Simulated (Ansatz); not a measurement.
# Cu+ with CH4O: structure and interaction energy

How do Cu+ and CH4O sit together, how strongly do they interact, and which methods get it right?

Method: PBE0-D4 structure, single points in def2-TZVPPD; program: Ansatz 0.2.0, Gaussian basis.

Levels: PBE-D4, revPBE-D4, BLYP-D4, r2SCAN-D4, B97M-V, PBE0-D4, B3LYP-D4, HSE06-D4, wB97X-V, wB97M-V, B2PLYP, Hartree-Fock, MP2, CCSD, CCSD(T). The reference is CCSD(T) extrapolated to the basis limit. For elements past Ar these valence bases correlate outer-core shells poorly and lack relativity, so that limit is rough.

Correlated methods freeze the cores. The 3s and 3p shells of Cu and Zn are frozen; filled d shells are correlated. B3LYP uses VWN-RPA correlation. B2PLYP carries no dispersion term here.

163 further runs of the same task are left out: 163 set aside as unsound or not needed. Runs told in other sessions of the task aren't counted.

## Step 1: Where the work starts

The pair, from a GFN2-xTB docking trial: 7 atoms, charge 1, spin multiplicity 1.

Atoms are counted from 1 here; the program's logs count them from 0.

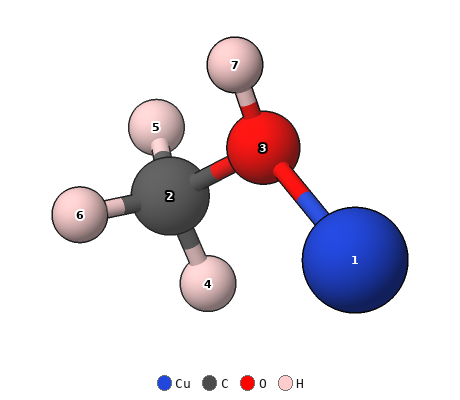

Start geometry, drawn with copper blue, carbon dark grey, oxygen red, hydrogen pink; atoms are numbered from 1 in the order of the file.

Geometry (Å):

```tsv
atom	x (Å)	y (Å)	z (Å)
Cu1	0.70300	-0.92000	-2.08840
C2	-0.44510	0.34750	0.36550
O3	0.72790	-0.23320	-0.24700
H4	-0.92420	0.97540	-0.38260
H5	-0.14150	0.96590	1.21000
H6	-1.13710	-0.42620	0.70210
H7	1.21700	-0.70940	0.44050
```

Atoms 1 to 1 are fragment A (Cu+), the rest fragment B (CH4O).

## Step 2: A first relaxation in a small basis

pre/in.yaml reads:

```yaml
crystal:
  periodic: [false, false, false]
  atoms:
    - {symbol: Cu, position_ang: [0.703000, -0.920000, -2.088400]}
    - {symbol: C, position_ang: [-0.445100, 0.347500, 0.365500]}
    - {symbol: O, position_ang: [0.727900, -0.233200, -0.247000]}
    - {symbol: H, position_ang: [-0.924200, 0.975400, -0.382600]}
    - {symbol: H, position_ang: [-0.141500, 0.965900, 1.210000]}
    - {symbol: H, position_ang: [-1.137100, -0.426200, 0.702100]}
    - {symbol: H, position_ang: [1.217000, -0.709400, 0.440500]}
basis:
  gaussian: {orbitals: def2-SVP}
total_charge: 1
hamiltonian: {xc: pbe, dispersion: d4}
relax: {f_tol: 0.03, max_steps: 250}
```

Launch:

```
> ansatz run in.yaml --threads 4 --pin off --events-out ev --progress --plain --max-ram 9574MiB
```

After this run come: Relaxation at PBE0-D4; wB97X-V/def2-TZVPPD; wB97M-V/def2-TZVPPD; B2PLYP/def2-TZVPPD; B97M-V/def2-TZVPPD; CCSD(T)/def2-TZVPPD; MP2/def2-QZVPPD; Hartree-Fock/STO-3G; SPW92/def2-SVP; wB97M-V/def2-SVP; CCSD(T)/def2-SVP; Vibrations of the pair.

Q: Predict the outcome of this session. Wanted: interaction energy, CCSD(T)/CBS; of it Hartree-Fock; D4 term of PBE0-D4; shortest contact; lowest wavenumber.

The runs gave:

```
                        quantity            value
 interaction energy, CCSD(T)/CBS  -44.15 kcal/mol
of it Hartree-Fock (basis limit)  -33.38 kcal/mol
              D4 term of PBE0-D4   -0.76 kcal/mol
                shortest contact    Cu1–O3 1.93 Å
               lowest wavenumber          72 cm⁻¹
```

In words: The pair is bound by 44.15 kcal/mol at fixed fragment shapes. Hartree-Fock gives 76 % of it, so electrostatics, induction and charge transfer lead. The functionals run from wB97M-V, off by -0.73 kcal/mol, to r2SCAN-D4, off by -6.95 kcal/mol, against CCSD(T)/CBS. Mean unsigned error by rung: GGA 4.65, meta-GGA 6.28, hybrid 2.49, screened hybrid 1.65, range-separated hybrid 0.93, double hybrid 0.75 kcal/mol. The double hybrids carry no dispersion term here, unlike the levels marked D4 or V. PBE-D4 gives an interaction energy 5.91 kcal/mol too low, an error of 13 % of the reference. CCSD(T) moves by -3.29 kcal/mol from triple zeta to the limit; gaps between functionals far smaller than that don't rank them. A lower arrangement may exist.
